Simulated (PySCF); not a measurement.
Molecule: tert-butylthiol, SMILES CC(C)(C)S. Atoms near the plane z = 0.6 Å, at the GFN2-xTB optimised geometry (x, y, z in Å): C3 (0.7, 0.9, 0.0), H8 (-1.7, -0.4, -0.3), H9 (1.8, 0.9, 0.0), H10 (0.3, 1.9, 0.0), H11 (0.4, 0.4, 0.9), H15 (0.3, -1.9, -0.1).

Method: PySCF with PBE0/def2-TZVP. The values are rescaled to run from 0 to 1.

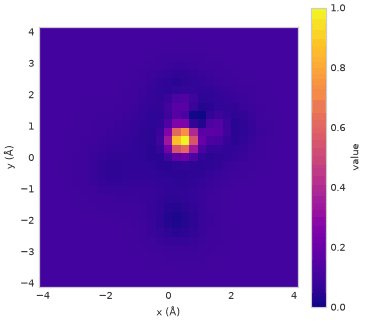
*a field on the plane z = 0.6 Å.*

Q: Which quantity is mapped?
A. deformation density (molecule minus spherical neutral atoms)
B. electrostatic potential
C. electron localisation function
D. an orbital amplitude

A: A, deformation density (molecule minus spherical neutral atoms). In full: deformation density (molecule minus spherical neutral atoms) (e/bohr³).
